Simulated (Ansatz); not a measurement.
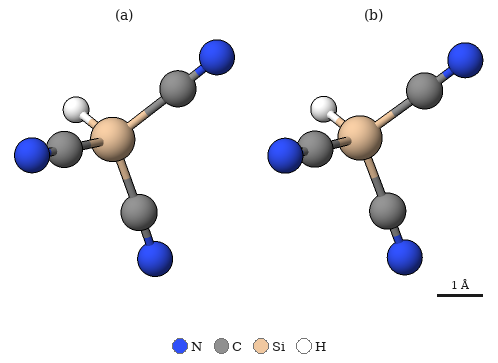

The structure of C₃HN₃Si (coarse preliminary run) before (left) and after (right) a relaxation, at one scale.

Style: ball-and-stick. Shown at a tilt.

The start comes from a force field.

Theory: Ansatz 0.2.0, RKS PBE-D4/def2-SVP.

The input:
```yaml
crystal:
  periodic: [false, false, false]
  atoms:
    - {symbol: N, position_ang: [2.482000, -1.693200, -0.099100]}
    - {symbol: C, position_ang: [1.412500, -1.103000, 0.009200]}
    - {symbol: Si, position_ang: [-0.271300, -0.229600, 0.205700]}
    - {symbol: C, position_ang: [-0.998100, 0.018100, -1.453000]}
    - {symbol: N, position_ang: [-1.596600, 0.139100, -2.493500]}
    - {symbol: C, position_ang: [-0.007800, 1.440100, 1.080700]}
    - {symbol: N, position_ang: [0.153100, 2.444300, 1.629900]}
    - {symbol: H, position_ang: [-1.081600, -1.072800, 1.064300]}
basis:
  gaussian: {orbitals: def2-SVP}
hamiltonian: {xc: pbe, dispersion: d4}
relax: {f_tol: 0.03, max_steps: 200}
```

Q: Describe what moved and what it gained.

A: After 3 geometry steps the energy has fallen by 0.317 eV. The largest force component goes from 4.5 to 0.015 eV/Å. The atom that moves furthest after the best rigid fit is N1 (0.10 Å). Largest moves by element: N 0.10 Å, H 0.07 Å, C 0.07 Å, Si 0.05 Å. Among the contacts that change: C2–Si3 1.907 → 1.849 Å, Si3–C6 1.903 → 1.849 Å, N1–C2 1.226 → 1.173 Å, Si3–H8 1.451 → 1.491 Å. Bond angles that change, for instance: Si3–C4–N5 173.5° → 178.4°, C2–Si3–H8 106.7° → 110.5°, C4–Si3–H8 113.2° → 110.5°.
